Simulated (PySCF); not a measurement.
C6H10Ge, SMILES C=[CH][GeH]([CH]=C)[CH]=C, singlet at its GFN2-xTB optimised geometry (Å):

```
17

Ge    -1.6614     0.1438     0.0000
C     -2.3528    -0.6879     1.6358
C     -3.0917    -0.0660     2.5386
C      0.3018     0.1438     0.0000
C      1.0495    -0.7749    -0.5876
C     -2.3806    -0.8074    -1.5609
C     -1.8176    -0.8129    -2.7576
H     -2.1291     1.5871     0.0000
H     -2.0985    -1.7303     1.7894
H     -3.4586    -0.5541     3.4299
H     -3.3635     0.9716     2.4209
H      0.7836     0.9412     0.5519
H      0.6082    -1.5871    -1.1446
H      2.1291    -0.7610    -0.5481
H     -3.3039    -1.3538    -1.4121
H     -2.2431    -1.3422    -3.5982
H     -0.8984    -0.2818    -2.9500
```

Computed with CAM-B3LYP/def2-SVP run with PySCF 2.14.0. Cells within 0.4 Å of a nucleus heavier than hydrogen are left out (blank, or x).

Map of the electron localisation function on the plane z = 0.0 Å:

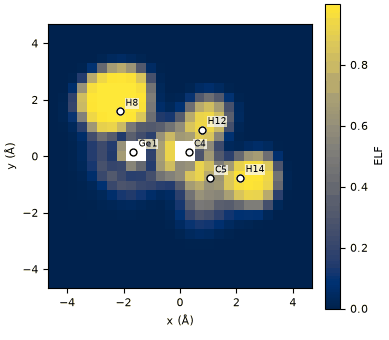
Figure. Electron localisation function on the plane z = 0.0 Å.
